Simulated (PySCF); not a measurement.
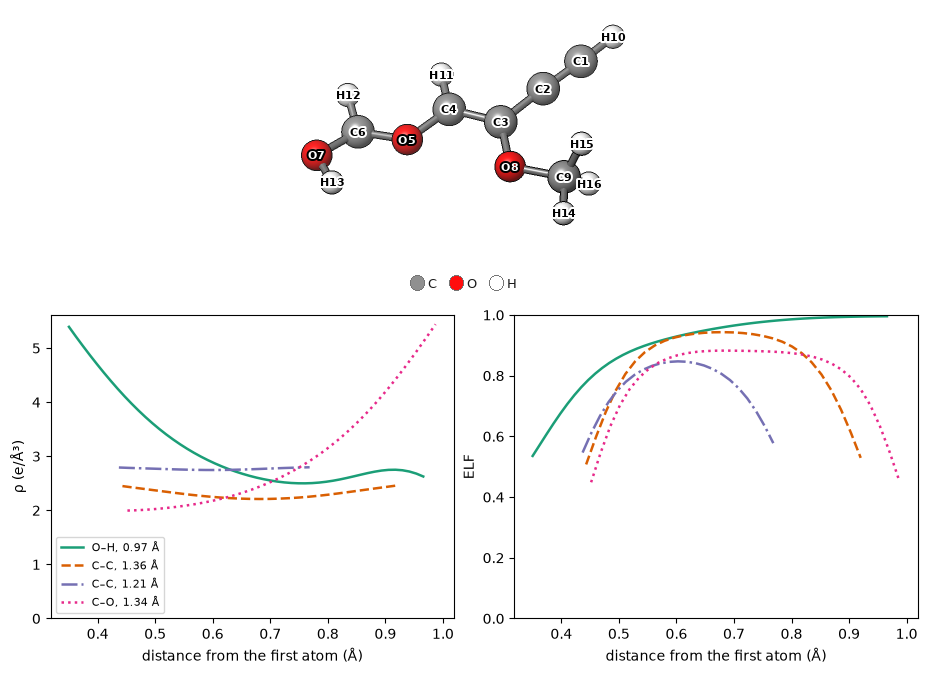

The picture shows: C6H7O3 (SMILES C#C/C(=C/O[CH]O)OC) (doublet). Electron density and ELF along straight lines between neighbouring atoms. The curves leave out the atomic cores. The structure is drawn too.

Geometry: GFN2-xTB.

Theory: PySCF, UKS B3LYP, pcH-1 on C H O, non-relativistic, mean-field spin-orbit, GIAO.

Input file:

```
{"job": {"kind": "epr", "basis": "pcH-1"}, "charge": 0, "multiplicity": 2}
C     -2.551357     1.807447    -0.132153
C     -1.584015     1.091241    -0.070052
C     -0.493651     0.209317     0.013120
C      0.769011     0.685580    -0.180195
O      1.842789    -0.118178    -0.123199
C      3.085696     0.378380    -0.117652
O      4.083766    -0.510854    -0.376303
O     -0.679561    -1.128494     0.272217
C     -2.006148    -1.552623     0.451421
H     -3.370496     2.459076    -0.192296
H      0.929010     1.737653    -0.372515
H      3.282022     1.391773    -0.431277
H      3.728040    -1.400679    -0.255980
H     -1.953378    -2.623016     0.644032
H     -2.612257    -1.369297    -0.442495
H     -2.477068    -1.048384     1.301916
```

Launched as:

```sh
OMP_NUM_THREADS=1 python probes_run.py task.json out
```

### What kind of bonding do the profiles show?

O–H (0.97 Å): ρ is about 3.7 e/Å³ halfway; the ELF climbs to about 1 towards the hydrogen, as it does in any bond to H (a covalent bond by its length).
C–C (1.36 Å): ρ at the midpoint is about 2.2 e/Å³; the ELF peaks at about 0.95 between the atoms (a covalent bond).
C–C (1.21 Å): the density is about 2.7 e/Å³ at the midpoint; the ELF peaks at about 0.85 between the atoms; a short, multiple covalent bond.
C–O (1.34 Å): ρ at the midpoint is about 2.4 e/Å³; the ELF peaks at about 0.90 between the atoms: a shared but strongly polarised pair.
